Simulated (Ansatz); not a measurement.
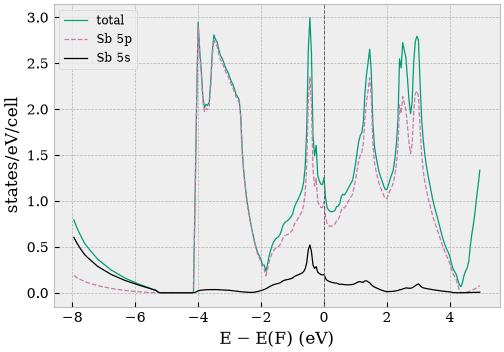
Figure: Total and projected density of states of Sb (diamond, Fd-3m), plane-wave PAW PBEsol (Ansatz code)

Question: Which orbitals carry the states next to the Fermi level?

Answer: Within 0.5 eV of the Fermi level: Sb 5p 80 %, Sb 5s 16 %. Projections are on Löwdin-orthogonalised atomic valence shells; empty p or d shells of many metals are not among them.

Question: Where is the tallest occupied peak in this window, and what makes it?

Answer: Near -0.4 eV, about 3.0 states/eV per cell; the largest projected share is Sb 5p.

The start of the workflow was typed in or built on a structure type; neither database checked (COD, Materials Project) lists it. It is not the phase usual at ambient conditions (space group No. 166). Symmetry was held in the PBEsol relaxation. At this level the phase is mechanically unstable. Scalar-relativistic: spin–orbit coupling is off unless named, which matters more the heavier the elements.

Potentials: the earlier of the program's two PAW sets. The files were generated under PBE; for other functionals the program regenerates the frozen cores, and for LDA and PBEsol the local potential too.
